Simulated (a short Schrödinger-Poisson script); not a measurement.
System: gated Al0.2Ga0.8As/GaAs δ-doped gas, at 300 K.

| layer | material | thickness (nm) | Na (cm⁻³) |
|---|---|---|---|
| 1 | Al0.2Ga0.8As | 30 | - |
| 2 | Al0.2Ga0.8As | 3 | - |
| 3 | GaAs | 6000 | 2e14 |

The device is made up for the run: typed textbook-type constants, with dimensions and the other settings drawn at random. Al0.2Ga0.8As: permittivity 12.33, conduction-band edge (eV) 0.158, gap (eV) 1.673, electron mass (mₑ) 0.0836, Nv at 300 K (cm⁻³) 9e18. GaAs: permittivity 12.9, conduction-band edge (eV) 0, gap (eV) 1.424, Nv at 300 K (cm⁻³) 9e18.

Channel valleys (confinement mass, in-plane density-of-states mass, number): Γ 0.067, 0.067, 1. At the gate the conduction-band edge of layer 1 lies 1.11 eV − eVg above the Fermi level of the channel; the field vanishes at the back. Sheet of ionised δ-doping: +2.1e12 e/cm² at 30 nm from the gate. The barrier under the gate holds no holes. Gaps are held at their typed values at every temperature. Mesh 0.08 nm at interfaces.

Solved with a short Schrödinger-Poisson script written for these runs: 1D Poisson equation in equilibrium, electrons quantum, Hartree (BenDaniel-Duke, 40 states a valley, the channel's in-plane mass for all, wave functions free to enter the barrier), parabolic valleys, classical holes, full ionisation, no traps, pinning or gate leakage.

Only gate voltages with over 1e8 electrons/cm² are shown.

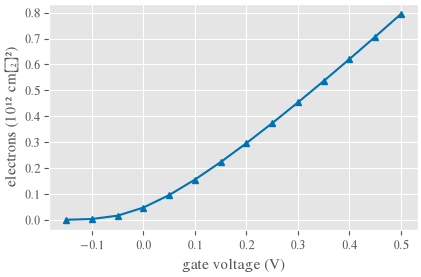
*Sheet density against gate voltage*

```csv
Vg (V),electrons (cm⁻²),in the channel layer,C (μF/cm²),Γ E0 (meV),Γ E1 (meV)
0.5,7.95e11,7.46e11,0.284,0.1,40.7
0.4,6.20e11,5.93e11,0.274,10.0,46.7
0.3,4.53e11,4.39e11,0.261,22.0,54.4
0.2,2.96e11,2.90e11,0.241,37.5,64.9
0.1,1.56e11,1.53e11,0.206,59.7,81.4
0,4.77e10,4.74e10,0.132,97.2,112.8
-0.1,3.57e9,3.56e9,0.0237,169.3,181.3
```

Subbands count from the Fermi level.
